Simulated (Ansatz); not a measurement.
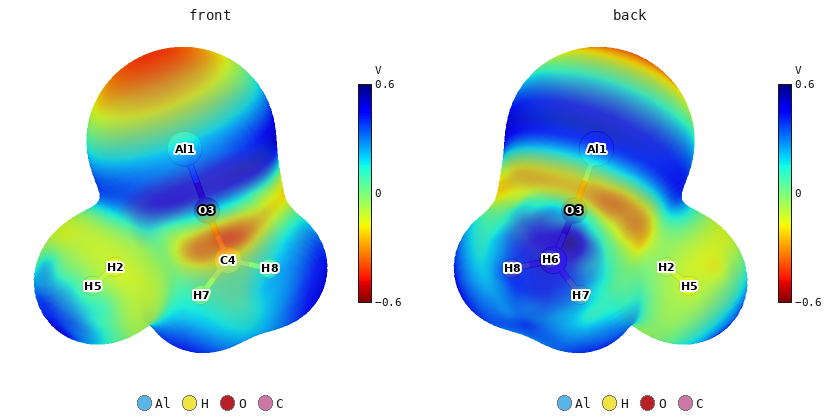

*CH3AlO···H2. The molecular electrostatic potential painted on the density surface at 0.001 e/bohr³, seen from the front and from behind; red is negative and blue positive.*

The product side of a reaction path; geometry: PBE0-D4/def2-TZVP.

All numbers below come from RKS PBE0-D4/def2-TZVPP in Ansatz 0.2.0.

```xyz
8

Al   -0.2037   -1.5171    1.9477
H     0.2106   -1.5920   -1.3459
O    -0.1233   -0.1418    0.9921
C    -0.0628    1.0371    0.2618
H     0.3164   -1.8865   -2.0244
H    -1.0068    1.5877    0.3323
H     0.1306    0.8281   -0.7961
H     0.7390    1.6844    0.6325
```

### Describe the electrostatic potential map.

The most negative region (about −0.4 V) lies over O3, the most positive (about +0.5 V) over Al1, H5, H6 and H8.
